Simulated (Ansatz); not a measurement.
**ClF2H2NSi: density, localisation and related maps**

```
atom    x (Å)    y (Å)    z (Å)
   N  -0.7093   0.5495   0.6090
  Si   0.3704  -0.4237  -0.2536
   F   1.6431  -0.6994   0.6894
   F  -0.3182  -1.8276  -0.6283
  Cl   1.0742   0.3360  -2.0278
   H  -1.6257   0.7986   0.2529
   H  -0.3733   1.1985   1.3128
```

Level of theory: RKS B3LYP/def2-SVP in Ansatz.

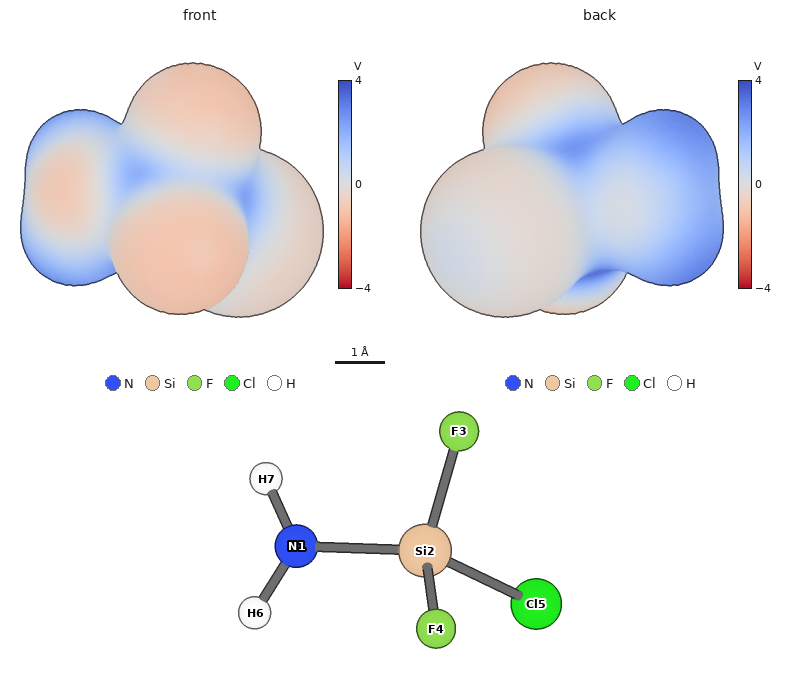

Figure 1. The molecular electrostatic potential painted on the density surface at 0.004 e/bohr³, seen from the front and from behind; red is negative and blue positive. The bare structure is drawn below in the same view.

Which sites attract a positive test charge, and which a negative one?

Answer. A positive charge is drawn to the negative regions and a negative charge to the positive ones. The most negative region (about −1.0 V, or −23 kcal/mol for a unit charge) lies over F3 and F4, the most positive (about +2.9 V, or +67 kcal/mol for a unit charge) over Si2. Cl5 shows a σ-hole: about +0.3 V at the tip opposite its bond, against about −0.3 V on its flanks.

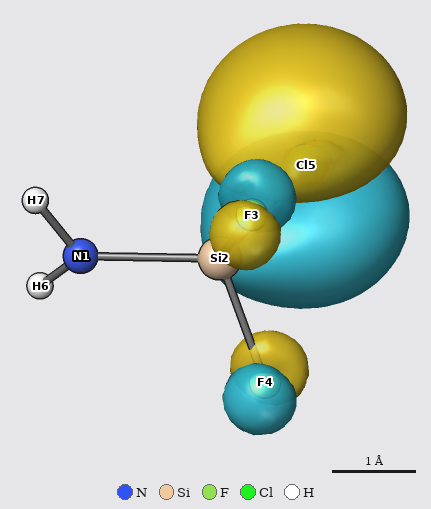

Figure 2. The HOMO−1 at ±0.1 Å⁻³ᐟ² (yellow and cyan are the two phases), seen from one side.

Where does this orbital lie, and at what energy?

Answer. It lies mainly on Cl5 (about 90 %); largely a lone pair of Cl5. Its energy is −9.12 eV.

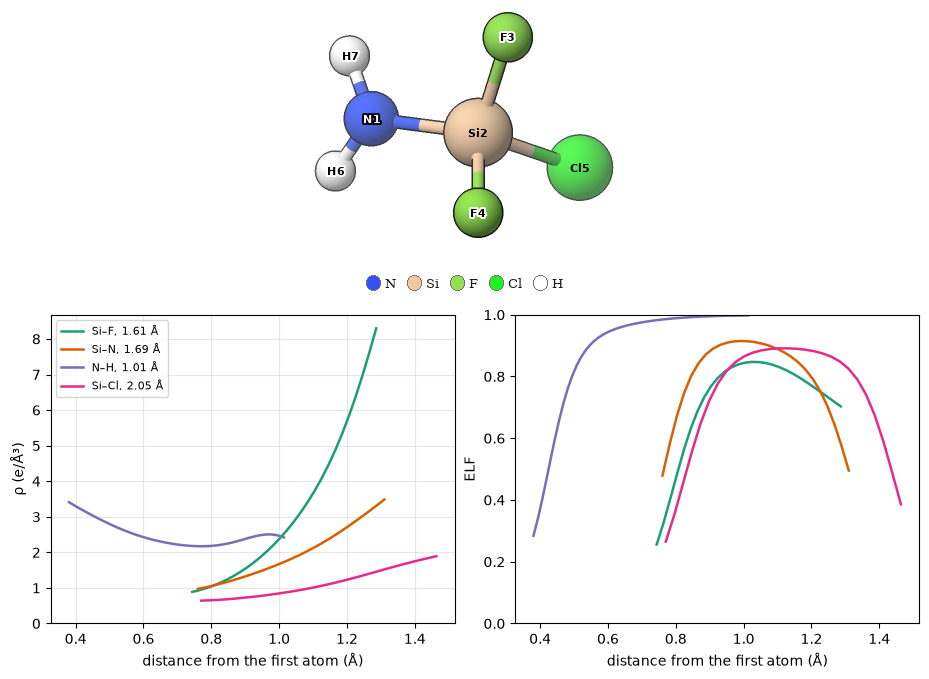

Figure 3. Total electron density and electron localisation function along straight lines between neighbouring atoms. The curves leave out the atomic cores. The structure is drawn too.

Compare the contacts.

Answer. Si–F (1.61 Å): ρ at the midpoint is about 1.1 e/Å³; the ELF peaks at about 0.85 in the valence shell of F, 0.6 Å from its nucleus, and is about 0.50 at the midpoint.
Si–N (1.69 Å): ρ is about 1.2 e/Å³ halfway; the ELF peaks at about 0.90 between the atoms; a polar covalent bond.
N–H (1.01 Å): ρ is about 2.8 e/Å³ halfway; the ELF climbs to about 1 towards the hydrogen, as it does in any bond to H (a covalent bond by its length).
Si–Cl (2.05 Å): ρ at the midpoint is about 0.89 e/Å³; the ELF peaks at about 0.90 between the atoms (a polar covalent bond).
